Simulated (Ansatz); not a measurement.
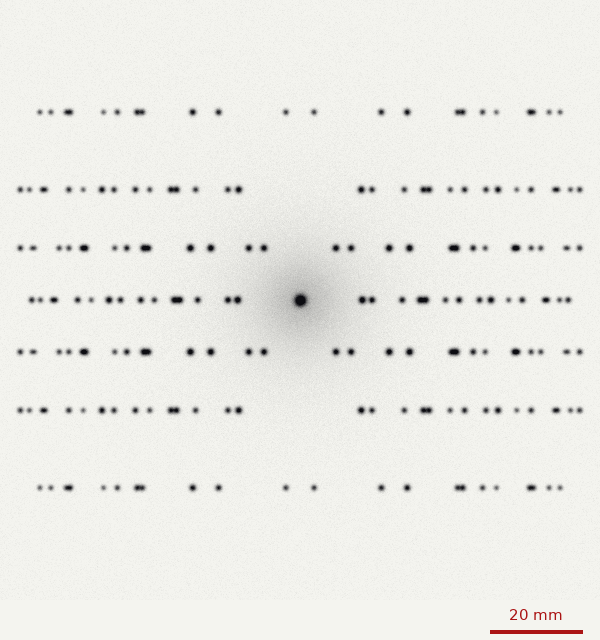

Simulated X-ray rotation photograph: Mo Kα radiation (λ = 0.7107 Å), cylindrical film of radius 57.3 mm unrolled, rotation axis vertical and normal to the beam, kinematic intensities without Lorentz or polarisation factors, the film spanning ±63° about the beam; spots down to d = 0.67 Å.

Q: Measure the layer lines and find the identity period along the axis.

A: The first layer line lies 11.4 mm from the equator, so tan ν = 0.199, sin ν = 0.195 and the period is λ/sin ν = 3.65 Å. Further lines follow at 24.2, 41.3 mm.

The crystal is Ce, space group Fm-3m (No. 225), a = 5.160 Å. Structure: the input geometry of an electronic-structure calculation (not necessarily at equilibrium).

Q: About which axis was it rotated?

A: About [110] (or an equivalent direction), whose length in the conventional cell is 7.297 Å; the F centring shortens the period to 1/2 of it.
